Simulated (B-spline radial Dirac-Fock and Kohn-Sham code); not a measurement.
Cobalt (Z = 27). Method: a Dirac–Hartree–Slater potential of the neutral atom, no hole, surface-current nucleus (computed with a B-spline radial atomic code).

Predict the main features of the following plot. Total internal conversion coefficients against transition energy, at the marked points and joined by straight lines (also across edges). The total sums all shells and leaves out internal pair formation.

M1 goes from 14.8 at 12.7 keV to 4.87 × 10⁻⁵ at 2000 keV; M2 goes from 1140 at 12.7 keV to 8.44 × 10⁻⁵ at 2000 keV; M3 goes from 61300 at 12.7 keV to 1.37 × 10⁻⁴ at 2000 keV; M4 goes from 4.71 × 10⁶ at 12.7 keV to 2.15 × 10⁻⁴ at 2000 keV.

The computed plot:

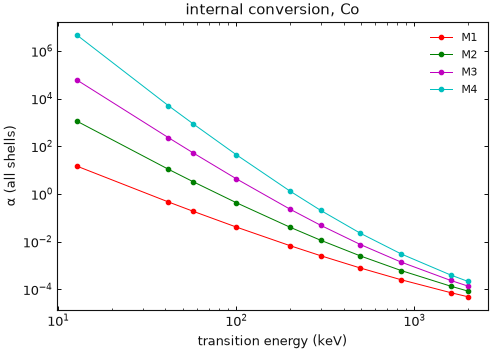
